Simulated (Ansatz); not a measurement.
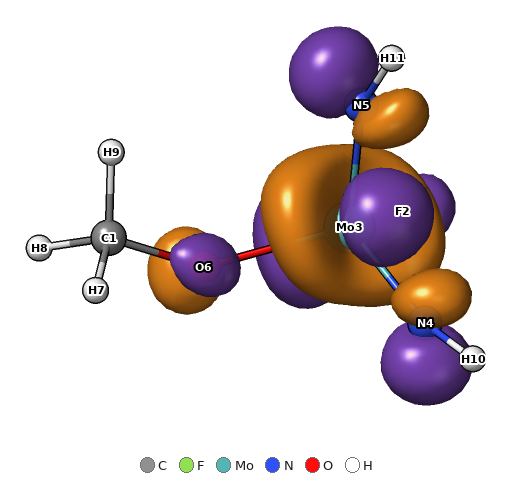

Figure 1: CH5FMoN2O (SMILES C[O][Mo](=[NH])(=[NH])[F]). One frontier orbital at ±0.15 Å⁻³ᐟ² (orange and purple are the two phases), seen across its widest extent.

Geometry: PBE0-D4/def2-SVP; core potentials replace the inner electrons of Mo.

Computed with Ansatz, isolated molecule in a Gaussian basis; Kohn-Sham density functional theory, functional PBE0.

```yaml
atoms:
  - { symbol: C, position_ang: [-1.8106, -0.1631, 2.5891] }
  - { symbol: F, position_ang: [-2.9848, 0.5325, -1.5775] }
  - { symbol: Mo, position_ang: [-1.6152, -0.0568, -0.4548] }
  - { symbol: N, position_ang: [-0.9055, -1.4727, -1.1171] }
  - { symbol: N, position_ang: [-0.4090, 1.1664, -0.3441] }
  - { symbol: O, position_ang: [-2.1924, -0.4201, 1.2728] }
  - { symbol: H, position_ang: [-1.2164, -1.0024, 2.9897] }
  - { symbol: H, position_ang: [-2.7133, -0.0514, 3.2117] }
  - { symbol: H, position_ang: [-1.2138, 0.7629, 2.6628] }
  - { symbol: H, position_ang: [-0.2107, -2.1163, -1.4848] }
  - { symbol: H, position_ang: [0.5407, 1.5059, -0.4837] }
```

**Which orbital is it: HOMO or LUMO?**

The LUMO, at −1.65 eV. By Hirshfeld shares it lies mainly on Mo3 (about 55 %), N5 (about 10 %), N4 (about 10 %) and O6 (about 10 %).
